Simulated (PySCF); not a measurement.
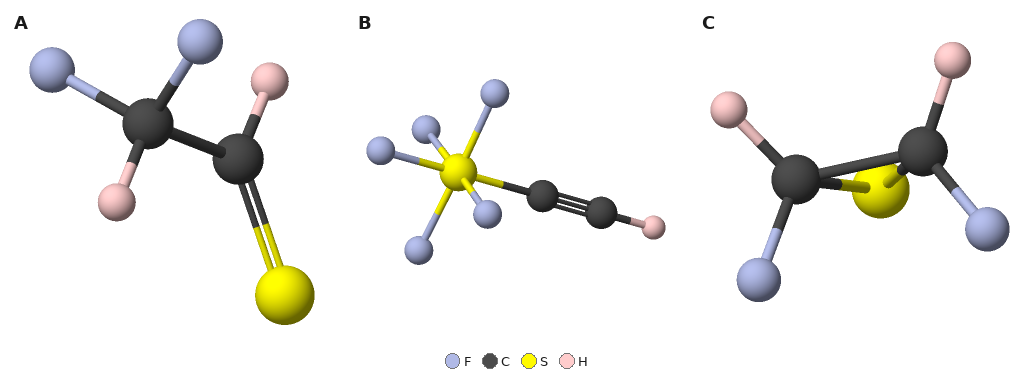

Figure made from data computed with PySCF.

### Which panel belongs to which SMILES?
(1) F[C@@H]1S[C@@H]1F
(2) C#CS(F)(F)(F)(F)F
(3) FC(F)C=S

A is (3), B is (2), C is (1).
